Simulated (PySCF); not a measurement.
C2H6BCl3Si2

Input

```
{"job": {"kind": "uv", "xc": "CAM-B3LYP", "basis": "def2-SVPD", "nstates": 8, "ntriplets": 3}, "charge": 0, "multiplicity": 1}
C      1.811639     0.741815    -0.922141
C      1.856932     0.454320     0.369473
Si     0.465968    -0.384060     1.336462
Cl     1.283506    -1.987807     2.273472
Si    -1.289092    -1.040578    -0.052331
B     -2.246330     0.523656    -0.788512
Cl    -1.967083     1.108319    -2.384993
Cl    -3.349845     1.427734     0.182398
H      0.945892     0.516939    -1.526303
H      2.631861     1.214653    -1.440151
H      2.761137     0.699487     0.915805
H      0.081775     0.537771     2.415658
H     -2.207159    -1.894740     0.716607
H     -0.779879    -1.917982    -1.117610
```

Run with:

```sh
OMP_NUM_THREADS=1 python probes_run.py task.json out
```

Geometry: GFN2-xTB.

Computed with CAM-B3LYP/def2-SVPD, SCF density, gas phase (PySCF 2.14.0).

**What can the converged electron density and electron localisation function tell about the bonding?**

C–C (1.32 Å): ρ at the midpoint is about 2.3 e/Å³; the ELF peaks at about 0.95 between the atoms (a multiple bond).
C–Si (1.89 Å): the density is about 0.95 e/Å³ at the midpoint; the ELF peaks at about 1 between the atoms; localised, covalent bonding.
Si–Si (2.33 Å): ρ is about 0.67 e/Å³ halfway; the ELF peaks at about 1 between the atoms, as expected for localised, covalent bonding.

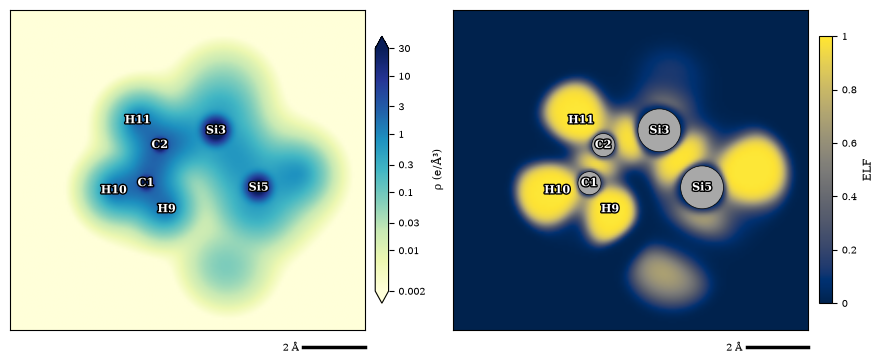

Computed electron density and electron localisation function on the plane of atoms C1, C2 and Si3, in this order. Grey discs cover the atomic cores in the ELF map. 
